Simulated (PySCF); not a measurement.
```xyz
7

C    -0.6808   -0.0643    0.0657
C     0.7467    0.3060   -0.1161
O     1.2168    1.3720   -0.3189
Cl    1.8080   -1.1143    0.0064
H    -1.3019    0.8240   -0.0204
H    -0.8165   -0.5232    1.0428
H    -0.9690   -0.7953   -0.6865
```

Geometry: GFN2-xTB.

Computed with CAM-B3LYP/def2-SVPD, SCF density, gas phase (PySCF).

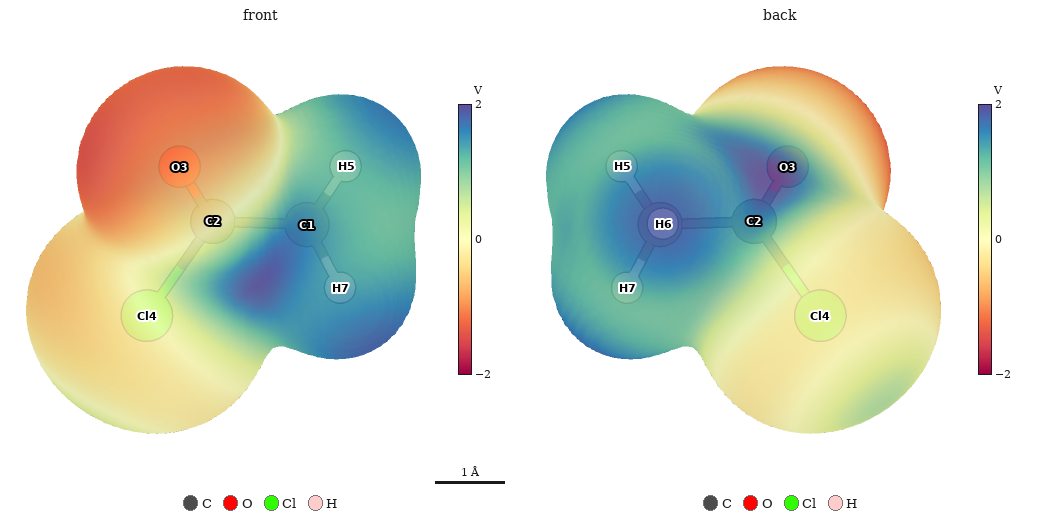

C₂H₃ClO (SMILES CC(=O)Cl). The electrostatic potential painted on the density surface at 0.004 e/bohr³, seen from the front and from behind; the colour scale runs from red (negative) to blue (positive).

Describe the electrostatic potential map.

Answer. The most negative region (about −1.4 V) lies over O3, the most positive (about +1.9 V) over the π face of C2. Cl4 shows a σ-hole: about +0.7 V at the tip opposite its bond, against about −0.3 V on its flanks. O3 is the likeliest acceptor of a hydrogen bond.
